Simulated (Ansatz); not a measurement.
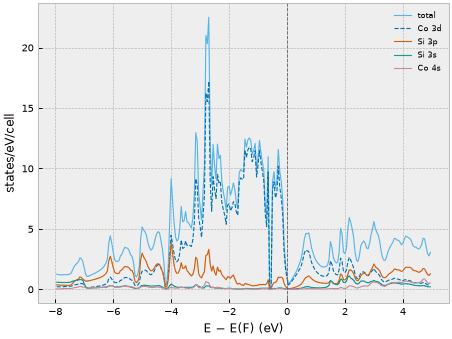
Fig. 1. Total and projected density of states of CoSi in space group P2_13 (No. 198; Co on 4a, Si on 4a), PBE in the plane-wave PAW code Ansatz

### Question
Which orbitals carry the states next to the Fermi level?

### Answer
Within 0.5 eV of the Fermi level: Co 3d 87 %, Si 3p 10 %. Projections are on Löwdin-orthogonalised atomic valence shells; empty p or d shells of many metals are not among them.

### Question
Where is the tallest occupied peak in this window, and what makes it?

### Answer
Near -2.7 eV, about 23 states/eV per cell; the largest projected share is Co 3d.

The PBE relaxation kept the symmetry of its start. The run is not spin-polarised.

Potentials: the earlier of the program's two PAW sets.
